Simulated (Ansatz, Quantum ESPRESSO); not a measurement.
# From contact to tunnelling: vacuum gaps between two Na(100) faces, part 3 of 5

Aim: how the conductance falls as the barrier grows, for vacuum gaps between two Na(100) faces.

Quantum ESPRESSO 7.5; plane-wave DFT, PBE, GBRV ultrasoft pseudopotentials; cross-check by Ansatz 0.2.0 with PAW datasets.

So far. Step 2 (Ground state, 5 Å): The run needed 11 iterations to bring the estimated error under 1e-07 Ry; the largest force on any atom, held or free, is 0.07 eV/Å.

### 4. The same in Ansatz, 5 Å

A second code with its own PAW datasets, on the same atoms.

Level of this step: plane-wave DFT, PBE, Ansatz PAW (Ansatz 0.2.0).

Contents of input.yaml:

```yaml
crystal:
  lattice:
    - [4.2, 0.0, 0.0]
    - [0.0, 4.2, 0.0]
    - [0.0, 0.0, 36.5]
  atoms:
    - { symbol: Na, position: [0.0, 0.0, 0.0] }
    - { symbol: Na, position: [0.5, 0.5, 0.0575342466] }
    - { symbol: Na, position: [0.0, 0.0, 0.1150684932] }
    - { symbol: Na, position: [0.5, 0.5, 0.1726027397] }
    - { symbol: Na, position: [0.0, 0.0, 0.2301369863] }
    - { symbol: Na, position: [0.5, 0.5, 0.2876712329] }
    - { symbol: Na, position: [0.0, 0.0, 0.3452054795] }
    - { symbol: Na, position: [0.5, 0.5, 0.402739726] }
    - { symbol: Na, position: [0.0, 0.0, 0.5397260274] }
    - { symbol: Na, position: [0.5, 0.5, 0.597260274] }
    - { symbol: Na, position: [0.0, 0.0, 0.6547945205] }
    - { symbol: Na, position: [0.5, 0.5, 0.7123287671] }
    - { symbol: Na, position: [0.0, 0.0, 0.7698630137] }
    - { symbol: Na, position: [0.5, 0.5, 0.8273972603] }
    - { symbol: Na, position: [0.0, 0.0, 0.8849315068] }
    - { symbol: Na, position: [0.5, 0.5, 0.9424657534] }
kpoints:
  mp_grid: { grid: [6, 6, 1] }
hamiltonian:
  xc: pbe
scf:
  occupations: { method: fermi_dirac, width: 0.1 }
  convergence: { dr2_threshold: 1.0e-08 }
output:
  transmission: { leads: [[0, 2]], e_range: [-0.4, 0.4], de: 0.4, kmesh: [8, 8] }
  write_potential: true
  write_density: true
  volumetric_format: npy
  elf: true
```

Run with:

```bash
ansatz run input.yaml --threads 4 --pin off --max-ram 8192MiB --backend cpu --events-out ev --progress --plain --runs-dir out
```

Numbers of over 12 decimals in the logs are rounded to 6 here.

The program printed:

```text
Engine: ansatz 0.2.0, aarch64-unknown-linux-gnu
Pseudopotentials: kind: paw
Pseudopotential: Na, paw, valence charge 9, recommended cutoff 420 eV (normal), Na.paw.azcp
Functional definition: PBE
  parameter kappa = 0.804
  parameter beta = 0.066725
  exchange = pbe_x(kappa = kappa, mu = beta*pi^2/3)
  correlation = pbe_c(beta = beta)
Crystal: 16 atoms, lattice volume = 643.860 Å³
Basis set: ecut = 420 eV, 12429 PW (Γ)
Bands: 88, of which v1, the nominal top of the filled ones, is band 72 counted from 1 (71 counted from 0)
Symmetry: 16 space group operations
Space group: P4/nmm (ITA 129), of the structure as read, at distance tolerance 8.6e-5 Å
k-points: 10 of 36
Non-local potential: Na, projectors of the file, l = 0: 3, l = 1: 2, l = 2: 1
PAW form: soft (Blöchl's): semilocal exchange-correlation on the pseudo side does not see the compensation charge
PAW one-centre angular grid: Na, 110 points (default); XC on 64 Gauss nodes
Initial density: superposition of atomic densities (neutral atoms: chi_scale 0, normalization atom), corrected by the library's trained network
Initial wavefunctions: pseudopotential atomic-orbital guess
Functional: x = pbe(κ = 0.804, μ = 0.219515), c = pbe(β = 0.066725)
SCF iter   1: F=—  HF=-23782.476769 eV  |F-HF|=—  |Δ(HF+E_count)|=         —  Δρ=1.79e-3  dr2=3.41e0  ethr=1.77e-3  ⟨swp⟩=9.3  Hψ=3758  notcnv=0  defer=7
preconditioner: auto → LDOS  [metal: Δε(μ)=0.055 eV  Ē_g=3.086 eV  σ=0.100 eV  W_gap=0.14  n_scr=104 (ndim 8)  ℏωp=5.9 eV  f_vac=0.071  D(μ)=8.40/eV (n_scr^D=36)  β→1.0]
SCF iter   2: F=—  HF=-23782.408208 eV  |F-HF|=—  |Δ(HF+E_count)|=   6.86e-2  Δρ=5.97e-4  dr2=1.77e-2  ethr=1.77e-3  ⟨swp⟩=1.5  Hψ=1033  notcnv=0  defer=3
SCF iter   3: F=—  HF=-23782.408048 eV  |F-HF|=—  |Δ(HF+E_count)|=   1.60e-4  Δρ=4.98e-4  dr2=1.27e-3  ethr=1.23e-5  ⟨swp⟩=2.8  Hψ=1612  notcnv=0  defer=3
SCF iter   4: F=—  HF=-23782.407575 eV  |F-HF|=—  |Δ(HF+E_count)|=   4.73e-4  Δρ=1.26e-4  dr2=3.92e-4  ethr=8.85e-7  ⟨swp⟩=2.0  Hψ=1598  notcnv=0  defer=3
SCF iter   5: F=—  HF=-23782.407565 eV  |F-HF|=—  |Δ(HF+E_count)|=   9.33e-6  Δρ=3.31e-5  dr2=6.74e-5  ethr=2.72e-7  ⟨swp⟩=2.0  Hψ=1400  notcnv=0  defer=3
SCF iter   6: F=—  HF=-23782.407557 eV  |F-HF|=—  |Δ(HF+E_count)|=   8.75e-6  Δρ=7.69e-6  dr2=1.79e-6  ethr=4.68e-8  ⟨swp⟩=1.9  Hψ=911  notcnv=0  defer=3
SCF iter   7: F=—  HF=-23782.407668 eV  |F-HF|=—  |Δ(HF+E_count)|=   1.11e-4  Δρ=1.82e-6  dr2=5.47e-8  ethr=1.24e-9  ⟨swp⟩=2.0  Hψ=1472  notcnv=0  defer=3
SCF iter   8: F=-23782.407668 eV  HF=-23782.407668 eV  |F-HF|=4.72e-9  |Δ(HF+E_count)|=   9.79e-9  Δρ=1.15e-6  dr2=6.85e-9  ethr=6.94e-12  ⟨swp⟩=10.4  Hψ=3601  notcnv=0
SCF 1 converged in 8 iterations: F = -23782.407668 eV  dr2 = 6.85e-9
  greatest PAW one-centre occupation: 0.999 electrons in one spin orbital (limit 2), on the Na atom at site 8 (counted from 0), in its partial waves of l = 0
transmission: 76 of 735 steps passed
transmission: 147 of 735 steps passed
[...]
transmission: 735 of 735 steps passed
SCF converged after 8 iterations
Free energy (F): -23782.407668 eV
Harris-Foulkes:  -23782.407668 eV  (|F-HF|=4.72e-9)
Internal energy: -23782.124878 eV  (E = F + TS)
E sigma→0 (E₀):  -23782.266273 eV
Entropy (-TS):   -0.282790 eV (-17.674 meV/atom)
Fermi energy:    1.399574 eV
--- Per-component energies (eV) ---
  E_band       = -3910.246887
  E_kinetic    = 1921.765060
  E_local      = -27363.157733  (includes V_loc(G=0)·N_el)
  E_nonlocal   = 1841.502712
  E_hartree    = 10557.866012
  E_xc         = -612.739228
  E_vxc        = -787.261471  (∫ρ·V_xc dr)
  E_paw        = -4210.643402  (= ΣΔE_a)
  E_vpaw       = -638.827249  (= ΣTr[D̂ρ^β])
  E_aug_tail   = -0.000526  (compensation charges beyond the density's cutoff)
  E_ewald      = -5916.717771
  E_smearing   = -0.282790  (= −TS)
  E_closure    = -0.000000  (closes the sum)
  Σ components = -23782.407668   (vs F -23782.407668, Δ=0.00e0)
--- Band table (eV; the first three rows and the last of 10) ---
  k-point 0: bands = [... 68 lower, -1.1311, -0.7585, -0.4669, 0.0879, 0.3656, 1.1430, 1.3226, 2.3807, ... 12 higher]
  k-point 1: bands = [... 68 lower, -0.8900, -0.5190, -0.2286, 0.3241, 0.6004, 1.3744, 1.5521, 2.6006, ... 12 higher]
  k-point 2: bands = [... 68 lower, -0.1732, 0.1931, 0.4803, 1.0250, 1.2976, 1.9420, 2.0291, 2.0459, ... 12 higher]
  k-point 9: bands = [... 68 lower, 2.4036, 2.4036, 2.6070, 2.6070, 2.6614, 2.6614, 2.7514, 2.7514, ... 12 higher]
--- Transmission ---
  basis      : 149 plane waves across, 49 finite elements along
  points     : 15, standing for a mesh of 8 x 8
  energies   : 3 from -0.400000 to 0.400000 eV about the Fermi level, 0.400000 eV apart; the leads are filled to 0.000000 eV, and channels, transmission and decay are at 0.000000 eV
  crystal 0  : Na2, at the sites [0, 2], period 4.2000 Å, over 33.60 Å; its Hamiltonian steps by up to 20.7 meV
    offset         : up to 0.0000 Å between an atom of the period and one for which it stands
    channels       : 1.078125e0 a spin
    conductance    : none, the energies end too early or step too widely for 300 K: set another output.transmission.e_range or a lower de, or, where they end at an eighth of basis.ecutwfc, a higher one
    slowest decay  : 0.1327 /Å at (0.5000, 0.3750)
  junction   : crystal 0 to crystal 0, -0.35 to 31.95 Å
    transmission   : 3.355744e-1 a spin
    conductance    : none, the energies end too early or step too widely for 300 K: set another output.transmission.e_range or a lower de, or, where they end at an eighth of basis.ecutwfc, a higher one
```

The job ended after 48 s (4 threads of Arm Neoverse V1, shared host; peak memory 1.4 GiB; 2.9 min of CPU time).

Read from the output:

* free energy: -23782.4077 eV
* energy at zero smearing: -23782.2663 eV
* smearing term TS: 0.2828 eV
* Fermi energy: 1.400 eV
* symmetry operations: 16
* transmission at the Fermi level, one spin: 0.3356
* step of the lead's Hamiltonian over a period: 20.7 meV

Per spin; mean over the k mesh across the current. The transmission, zone mean by energy, zero at the Fermi level:

| energy (eV) | transmission, zone mean |
| --- | --- |
| -0.400 | 0.225 |
| 0.000 | 0.336 |
| 0.400 | 0.464 |

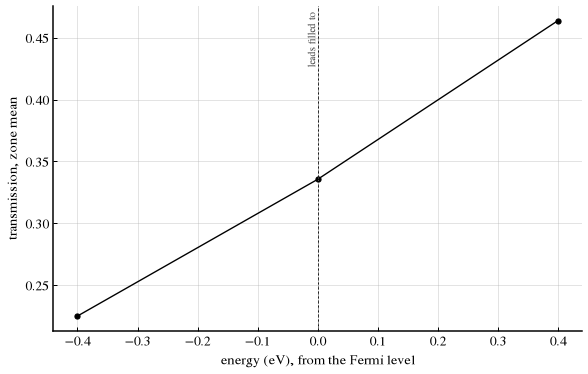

Transmission, zone mean against energy.

Per spin; mean over the k mesh across the current. The open channels, zone mean by energy, zero at the Fermi level:

| energy (eV) | open channels, zone mean |
| --- | --- |
| -0.400 | 1.08 |
| 0.000 | 1.08 |
| 0.400 | 1.39 |

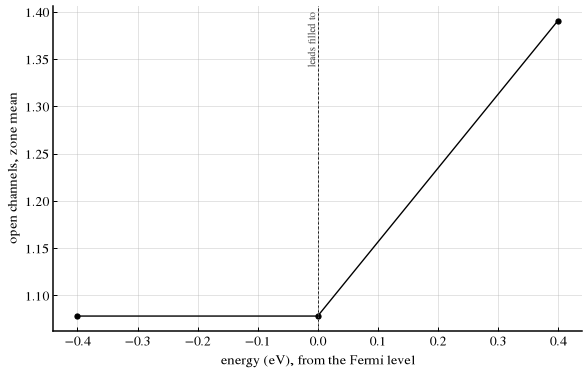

Open channels, zone mean against energy.

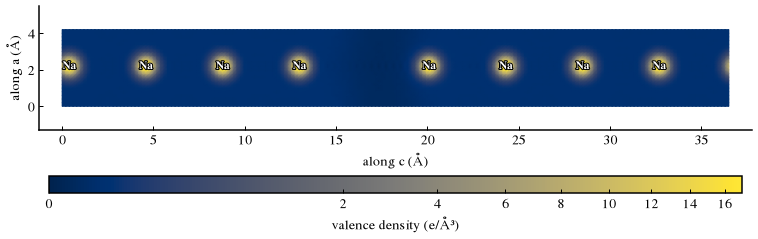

Valence density in the ca plane at fractional y = 0.000, with atoms of Na within 0.2 Å of it. It is the smooth field of the valence electrons, not physical close to the nuclei. The map starts off the cell's origin, so that atoms lie inside it. The colour scale is stretched toward low values.

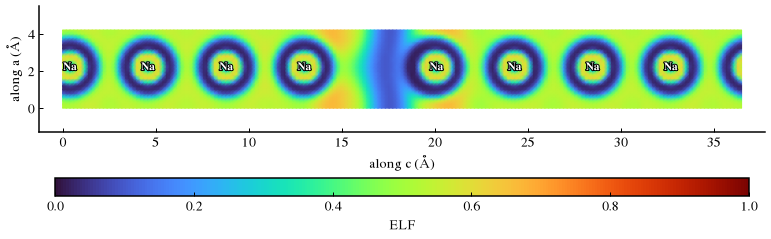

ELF in the ca plane at fractional y = 0.000, with atoms of Na within 0.2 Å of it. It is the smooth field of the valence electrons, not physical close to the nuclei. The map starts off the cell's origin, so that atoms lie inside it.

Ansatz finds T = 0.336 against pwcond's 0.339.

### 5. Self-consistent run, 6 Å

Level of this step: plane-wave DFT, PBE, GBRV ultrasoft pseudopotentials (Quantum ESPRESSO 7.5).

Contents of j1.scf.in:

```
&control
  prefix = 'j1.scf'
  outdir = './out'
  pseudo_dir = './pseudo'
  calculation = 'scf'
  tprnfor = .true.
/
&system
  ibrav = 0
  nat = 16
  ntyp = 1
  ecutwfc = 40
  ecutrho = 200
  occupations = 'smearing'
  smearing = 'mv'
  degauss = 0.01
/
&electrons
  conv_thr = 1e-07
  mixing_beta = 0.25
  electron_maxstep = 120
  mixing_mode = 'local-TF'
/
ATOMIC_SPECIES
  Na  22.9898  na_pbe_v1.5.uspp.F.UPF
CELL_PARAMETERS angstrom
  4.20000000000000 0.00000000000000 0.00000000000000
  0.00000000000000 4.20000000000000 0.00000000000000
  0.00000000000000 0.00000000000000 37.50000000000000
ATOMIC_POSITIONS crystal
  Na  0.000000000000 0.000000000000 0.000000000000
  Na  0.500000000000 0.500000000000 0.056000000000
  Na  0.000000000000 0.000000000000 0.112000000000
  Na  0.500000000000 0.500000000000 0.168000000000
  Na  0.000000000000 0.000000000000 0.224000000000
  Na  0.500000000000 0.500000000000 0.280000000000
  Na  0.000000000000 0.000000000000 0.336000000000
  Na  0.500000000000 0.500000000000 0.392000000000
  Na  0.000000000000 0.000000000000 0.552000000000
  Na  0.500000000000 0.500000000000 0.608000000000
  Na  0.000000000000 0.000000000000 0.664000000000
  Na  0.500000000000 0.500000000000 0.720000000000
  Na  0.000000000000 0.000000000000 0.776000000000
  Na  0.500000000000 0.500000000000 0.832000000000
  Na  0.000000000000 0.000000000000 0.888000000000
  Na  0.500000000000 0.500000000000 0.944000000000
K_POINTS automatic
  6 6 1 0 0 0
```

Run with:

```bash
OMP_NUM_THREADS=1 mpirun -n 4 pw.x -nk 2 -in j1.scf.in > j1.scf.out
```

The program printed:

```text
[banner, memory and clock lines left out]
Program PWSCF v.7.5 starts
[...]
Message from routine setup:
[...]
number of electrons       =       144.00
     number of Kohn-Sham states=           86
     kinetic-energy cutoff     =      40.0000  Ry
     charge density cutoff     =     200.0000  Ry
[...]
number of k points=    10  Marzari-Vanderbilt smearing, width (Ry)=  0.0100
[...]
Dense  grid:   213155 G-vectors     FFT dimensions: (  36,  36, 320)
[...]
Starting wfcs are   80 randomized atomic wfcs +    6 random wfcs
[...]
estimated scf accuracy    <       0.58961767 Ry
[...]
estimated scf accuracy    <       0.44530941 Ry
[...]
estimated scf accuracy    <       0.02540730 Ry
[...]
estimated scf accuracy    <       0.03706669 Ry
[...]
estimated scf accuracy    <       0.00457969 Ry
[...]
estimated scf accuracy    <       0.00180323 Ry
[...]
estimated scf accuracy    <       0.00002745 Ry
[...]
estimated scf accuracy    <       0.00005109 Ry
[...]
estimated scf accuracy    <       0.00001902 Ry
[...]
estimated scf accuracy    <       0.00002466 Ry
[...]
estimated scf accuracy    <       0.00000061 Ry
[...]
estimated scf accuracy    <       0.00000017 Ry
[...]
the Fermi energy is     1.1670 ev
!    total energy              =   -1525.49481450 Ry
     estimated scf accuracy    <       0.00000003 Ry
     smearing contrib. (-TS)   =      -0.00017401 Ry
     internal energy E=F+TS    =   -1525.49464048 Ry
[...]
one-electron contribution =   -1963.47620264 Ry
     hartree contribution      =     985.51362807 Ry
     xc contribution           =    -228.91199330 Ry
     ewald contribution        =    -318.62007260 Ry
     convergence has been achieved in  13 iterations
[...]
Total force =     0.002631     Total SCF correction =     0.000542
[...]
```

Elapsed: 1.9 min, on 4 MPI ranks; peak memory 1.1 GiB; 7.5 min of CPU time.

Numbers from this step:

```
free energy  : -20755.4143 eV
Fermi energy : 1.167 eV
```

### 6. The open system, 6 Å

Contents of j1.cond.in:

```
&inputcond
  outdir = './out'
  prefixt = 'j1.scf'
  tran_file = 'j1.cond.dat'
  bdl = 1.0000000000
  bds = 8.9285714286
  ikind = 1
  ewind = 4.0
  epsproj = 1e-05
  nz1 = 7
  energy0 = 0.4
  denergy = -0.4
/
15
  0.00000000 0.00000000 0.01562500
  0.00000000 0.12500000 0.06250000
  0.00000000 0.25000000 0.06250000
  0.00000000 0.37500000 0.06250000
  0.00000000 0.50000000 0.03125000
  0.12500000 0.12500000 0.06250000
  0.12500000 0.25000000 0.12500000
  0.12500000 0.37500000 0.12500000
  0.12500000 0.50000000 0.06250000
  0.25000000 0.25000000 0.06250000
  0.25000000 0.37500000 0.12500000
  0.25000000 0.50000000 0.06250000
  0.37500000 0.37500000 0.06250000
  0.37500000 0.50000000 0.06250000
  0.50000000 0.50000000 0.01562500
3
```

Run with:

```bash
OMP_NUM_THREADS=1 mpirun -n 4 pwcond.x -in j1.cond.in > j1.cond.out
```

The program printed:

```text
[banner, memory and clock lines left out]
Program PWCOND v.7.5 starts
[citation notice left out]

[...]
./out/j1.scf.save/

     IMPORTANT: XC functional enforced from input :
     Exchange-correlation= PBE
                           (   1   4   3   4   0   0   0)
     Any further DFT definition will be discarded
     Please, verify this is what you really want

     Reading collected, re-writing distributed wavefunctions

===== INPUT FILE containing all the regions =====

     GEOMETRY:

     lattice parameter (alat)  =       7.9368  a.u.
[...]
Nchannels of the left tip =            0
 Right moving states:
   k1(2pi/a)   k2(2pi/a)   E-Ef (eV)
 Left moving states:
   k1(2pi/a)   k2(2pi/a)   E-Ef (eV)

 to transmit
          E-Ef(ev), T =    0.0000000   0.0000000
---  E-Ef =   -0.4000000  k =    0.5000000   0.5000000
---  ie =          3  ik =         15
 Nchannels of the left tip =            0
 Right moving states:
   k1(2pi/a)   k2(2pi/a)   E-Ef (eV)
 Left moving states:
   k1(2pi/a)   k2(2pi/a)   E-Ef (eV)

 to transmit
          E-Ef(ev), T =   -0.4000000   0.0000000
   T_tot     0.40000      0.43273E+00
   T_tot     0.00000      0.26156E+00
   T_tot    -0.40000      0.14058E+00

[...]
```

The job ended after 2.2 min (4 MPI ranks; peak memory 0.39 GiB).

Read from the output:

* transmission at the Fermi level, one spin: 0.1308
* conductance: 0.1308 G₀

Per spin; mean over the k mesh across the current. Table of transmission, zone mean by energy, zero at the Fermi level:

| energy (eV) | transmission, zone mean |
| --- | --- |
| -0.400 | 0.0703 |
| 0.000 | 0.131 |
| 0.400 | 0.216 |

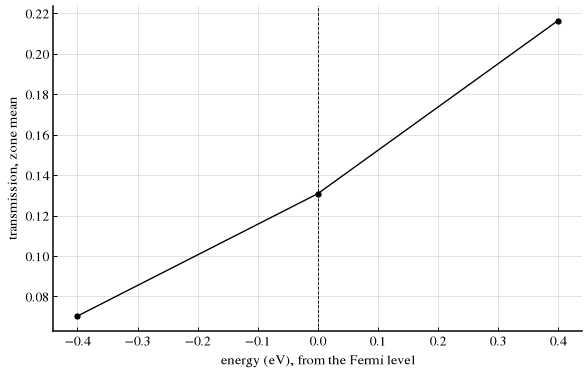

Transmission, zone mean against energy.

T goes from 0.339 to 0.131, a factor of 2.6.

### 7. The same in Ansatz, 6 Å

Level of this step: plane-wave DFT, PBE, Ansatz PAW (Ansatz 0.2.0).

Contents of input.yaml:

```yaml
crystal:
  lattice:
    - [4.2, 0.0, 0.0]
    - [0.0, 4.2, 0.0]
    - [0.0, 0.0, 37.5]
  atoms:
    - { symbol: Na, position: [0.0, 0.0, 0.0] }
    - { symbol: Na, position: [0.5, 0.5, 0.056] }
    - { symbol: Na, position: [0.0, 0.0, 0.112] }
    - { symbol: Na, position: [0.5, 0.5, 0.168] }
    - { symbol: Na, position: [0.0, 0.0, 0.224] }
    - { symbol: Na, position: [0.5, 0.5, 0.28] }
    - { symbol: Na, position: [0.0, 0.0, 0.336] }
    - { symbol: Na, position: [0.5, 0.5, 0.392] }
    - { symbol: Na, position: [0.0, 0.0, 0.552] }
    - { symbol: Na, position: [0.5, 0.5, 0.608] }
    - { symbol: Na, position: [0.0, 0.0, 0.664] }
    - { symbol: Na, position: [0.5, 0.5, 0.72] }
    - { symbol: Na, position: [0.0, 0.0, 0.776] }
    - { symbol: Na, position: [0.5, 0.5, 0.832] }
    - { symbol: Na, position: [0.0, 0.0, 0.888] }
    - { symbol: Na, position: [0.5, 0.5, 0.944] }
kpoints:
  mp_grid: { grid: [6, 6, 1] }
hamiltonian:
  xc: pbe
scf:
  occupations: { method: fermi_dirac, width: 0.1 }
  convergence: { dr2_threshold: 1.0e-08 }
output:
  transmission: { leads: [[0, 2]], e_range: [-0.4, 0.4], de: 0.4, kmesh: [8, 8] }
  write_potential: true
  write_density: true
  volumetric_format: npy
```

Run with:

```bash
ansatz run input.yaml --threads 4 --pin off --max-ram 8192MiB --backend cpu --events-out ev --progress --plain --runs-dir out
```

The program printed:

```text
[...]
Crystal: 16 atoms, lattice volume = 661.500 Å³
Basis set: ecut = 420 eV, 12785 PW (Γ)
Bands: 88, of which v1, the nominal top of the filled ones, is band 72 counted from 1 (71 counted from 0)
Symmetry: 16 space group operations
[...]
k-points: 10 of 36
[...]
k-point 9: bands = [... 68 lower, 2.3083, 2.3083, 2.5031, 2.5031, 2.5641, 2.5641, 2.6520, 2.6520, ... 12 higher]
--- Transmission ---
  basis      : 149 plane waves across, 51 finite elements along
  points     : 15, standing for a mesh of 8 x 8
[...]
channels       : 1.078125e0 a spin
[...]
slowest decay  : 0.1332 /Å at (0.5000, 0.3750)
  junction   : crystal 0 to crystal 0, -0.35 to 32.95 Å
    transmission   : 1.301843e-1 a spin
[...]
[key lines of the parts left out:]
SCF converged after 8 iterations
Free energy (F): -23782.357156 eV
Fermi energy:    1.301482 eV
```

It took 50 s on 4 threads; peak memory 1.5 GiB; 3.1 min of CPU time.

Read from the output:

- free energy: -23782.3572 eV
- energy at zero smearing: -23782.2199 eV
- smearing term TS: 0.2745 eV
- Fermi energy: 1.301 eV
- transmission at the Fermi level, one spin: 0.1302
- step of the lead's Hamiltonian over a period: 21.5 meV

Per spin; mean over the k mesh across the current. Table of transmission, zone mean by energy, zero at the Fermi level:

| energy (eV) | transmission, zone mean |
| --- | --- |
| -0.400 | 0.0716 |
| 0.000 | 0.130 |
| 0.400 | 0.216 |

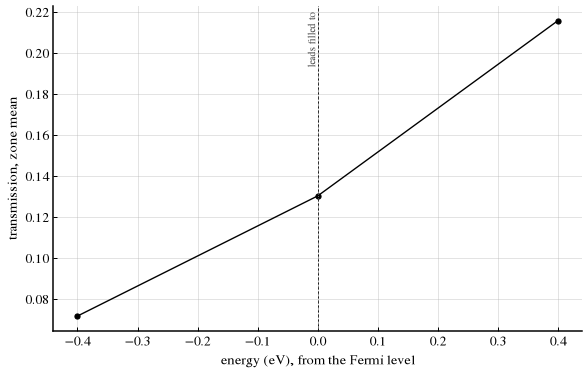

Transmission, zone mean, plotted against energy.

Ansatz finds T = 0.130 against pwcond's 0.131.

### 8. Self-consistent run, 7 Å

Level of this step: plane-wave DFT, PBE, GBRV ultrasoft pseudopotentials (Quantum ESPRESSO 7.5).

Contents of j2.scf.in:

```
&control
  prefix = 'j2.scf'
  outdir = './out'
  pseudo_dir = './pseudo'
  calculation = 'scf'
  tprnfor = .true.
/
&system
  ibrav = 0
  nat = 16
  ntyp = 1
  ecutwfc = 40
  ecutrho = 200
  occupations = 'smearing'
  smearing = 'mv'
  degauss = 0.01
/
&electrons
  conv_thr = 1e-07
  mixing_beta = 0.25
  electron_maxstep = 120
  mixing_mode = 'local-TF'
/
ATOMIC_SPECIES
  Na  22.9898  na_pbe_v1.5.uspp.F.UPF
CELL_PARAMETERS angstrom
  4.20000000000000 0.00000000000000 0.00000000000000
  0.00000000000000 4.20000000000000 0.00000000000000
  0.00000000000000 0.00000000000000 38.50000000000000
ATOMIC_POSITIONS crystal
  Na  0.000000000000 0.000000000000 0.000000000000
  Na  0.500000000000 0.500000000000 0.054545454545
  Na  0.000000000000 0.000000000000 0.109090909091
  Na  0.500000000000 0.500000000000 0.163636363636
  Na  0.000000000000 0.000000000000 0.218181818182
  Na  0.500000000000 0.500000000000 0.272727272727
  Na  0.000000000000 0.000000000000 0.327272727273
  Na  0.500000000000 0.500000000000 0.381818181818
  Na  0.000000000000 0.000000000000 0.563636363636
  Na  0.500000000000 0.500000000000 0.618181818182
  Na  0.000000000000 0.000000000000 0.672727272727
  Na  0.500000000000 0.500000000000 0.727272727273
  Na  0.000000000000 0.000000000000 0.781818181818
  Na  0.500000000000 0.500000000000 0.836363636364
  Na  0.000000000000 0.000000000000 0.890909090909
  Na  0.500000000000 0.500000000000 0.945454545455
K_POINTS automatic
  6 6 1 0 0 0
```

Run with:

```bash
OMP_NUM_THREADS=1 mpirun -n 4 pw.x -nk 2 -in j2.scf.in > j2.scf.out
```

The program printed:

```text
[banner, memory and clock lines left out]
Program PWSCF v.7.5 starts
[...]
Message from routine setup:
[...]
number of electrons       =       144.00
     number of Kohn-Sham states=           86
     kinetic-energy cutoff     =      40.0000  Ry
     charge density cutoff     =     200.0000  Ry
[...]
number of k points=    10  Marzari-Vanderbilt smearing, width (Ry)=  0.0100
[...]
Dense  grid:   218779 G-vectors     FFT dimensions: (  36,  36, 360)
[...]
Starting wfcs are   80 randomized atomic wfcs +    6 random wfcs
[...]
estimated scf accuracy    <       0.59840837 Ry
[...]
estimated scf accuracy    <       0.45881359 Ry
[...]
estimated scf accuracy    <       0.02207176 Ry
[...]
estimated scf accuracy    <       0.04715437 Ry
[...]
estimated scf accuracy    <       0.00696154 Ry
[...]
estimated scf accuracy    <       0.00353065 Ry
[...]
estimated scf accuracy    <       0.00015255 Ry
[...]
estimated scf accuracy    <       0.00004879 Ry
[...]
estimated scf accuracy    <       0.00009301 Ry
[...]
estimated scf accuracy    <       0.00001949 Ry
[...]
estimated scf accuracy    <       0.00000077 Ry
[...]
estimated scf accuracy    <       0.00000018 Ry
[...]
the Fermi energy is     1.0786 ev
!    total energy              =   -1525.49422777 Ry
     estimated scf accuracy    <       0.00000009 Ry
     smearing contrib. (-TS)   =       0.00001880 Ry
     internal energy E=F+TS    =   -1525.49424657 Ry
[...]
one-electron contribution =   -2250.57162882 Ry
     hartree contribution      =    1128.58223898 Ry
     xc contribution           =    -228.91338671 Ry
     ewald contribution        =    -174.59147002 Ry
     convergence has been achieved in  13 iterations
[...]
Total force =     0.002336     Total SCF correction =     0.001179
[...]
```

Elapsed: 2 min, on 4 MPI ranks; peak memory 1.2 GiB.

This step gave:

- free energy: -20755.4063 eV
- Fermi energy: 1.079 eV

(Continued in part 4 of 5.)

[Logs are printed without paths, hosts, clocks, repeated set-up lines and the standing remarks that a program may print on its own settings, such as how far it seeks lower states.]

[Hosts, paths, dates, database ids (printed as entryN), source tags and the programs' standing remarks are cut or masked in the printed files.]

[Maps of the electrostatic potential energy from Ansatz leave out the sawtooth potential of an applied field or a dipole correction, so their vacuum need not be flat; planar profiles and work functions include it.]
